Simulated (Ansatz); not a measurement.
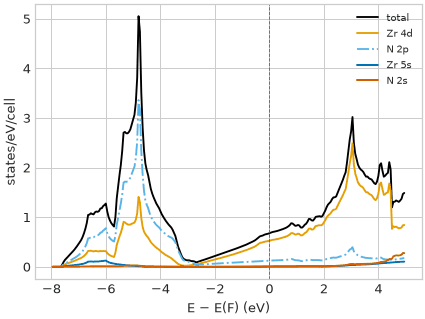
Figure. Total and projected density of states of ZrN (rock salt, Fm-3m), plane-wave PAW PBE (Ansatz code)

Question: Which orbitals carry the states next to the Fermi level?

Answer: Within 0.5 eV of the Fermi level: Zr 4d 78 %, N 2p 18 %. Projections are on Löwdin-orthogonalised atomic valence shells; empty p or d shells of many metals are not among them.

Question: Where is the tallest occupied peak in this window, and what makes it?

Answer: Near -4.8 eV, about 5.1 states/eV per cell; the largest projected share is N 2p.

Symmetry was held in the PBE relaxation; of distortions, only those at the zone centre were tested. No spin polarisation was allowed. With an odd number of electrons in the cell and no spin polarisation, the count alone makes it a metal. Spin–orbit coupling is left out wherever it is not named.

Potentials: the later of the program's two PAW sets.
